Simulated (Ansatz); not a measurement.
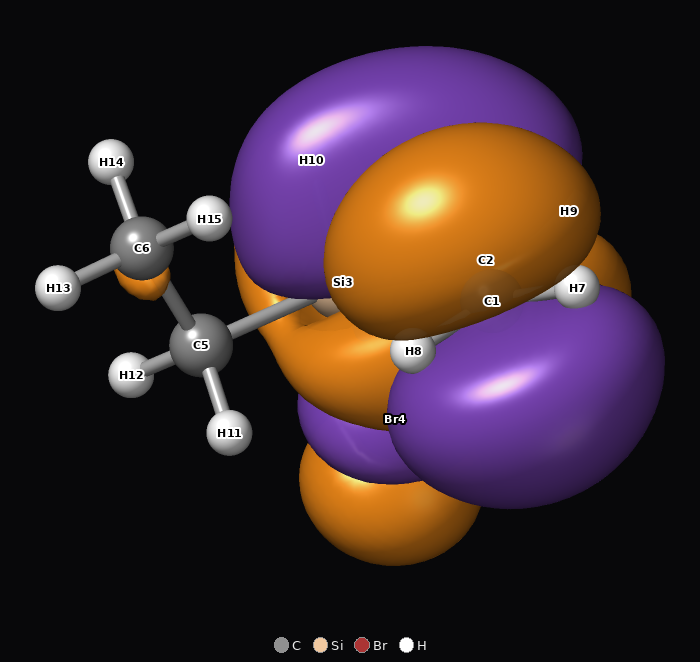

Figure. C₄H₉BrSi (SMILES C=C[SiH](Br)CC). One frontier orbital at ±0.06 Å⁻³ᐟ² (orange and purple are the two phases), seen from one side.

Geometry: PBE0-D4/def2-TZVP.

All numbers below come from RKS PBE0-D4/def2-TZVPP in Ansatz 0.2.0.

| atom | x (Å) | y (Å) | z (Å) |
| --- | --- | --- | --- |
| C | -1.4262 | -1.4062 | 0.9137 |
| C | -1.4707 | -1.0700 | -0.3724 |
| Si | -0.5407 | 0.3674 | -1.0852 |
| Br | -2.0371 | 1.9100 | -1.7129 |
| C | 0.6601 | 1.1375 | 0.1185 |
| C | 1.8730 | 0.2560 | 0.4110 |
| H | -1.9858 | -2.2484 | 1.3109 |
| H | -0.8314 | -0.8516 | 1.6341 |
| H | -2.0924 | -1.6632 | -1.0410 |
| H | 0.1559 | -0.0444 | -2.3315 |
| H | 0.1218 | 1.3880 | 1.0387 |
| H | 0.9754 | 2.0936 | -0.3115 |
| H | 2.5630 | 0.7491 | 1.0998 |
| H | 2.4287 | 0.0289 | -0.5023 |
| H | 1.5845 | -0.6974 | 0.8594 |

**Which orbital is it: HOMO or LUMO?**

The LUMO, at −0.88 eV. By Hirshfeld shares it lies mainly on C1 (about 35 %), C2 (about 25 %), Si3 (about 15 %) and Br4 (about 10 %).
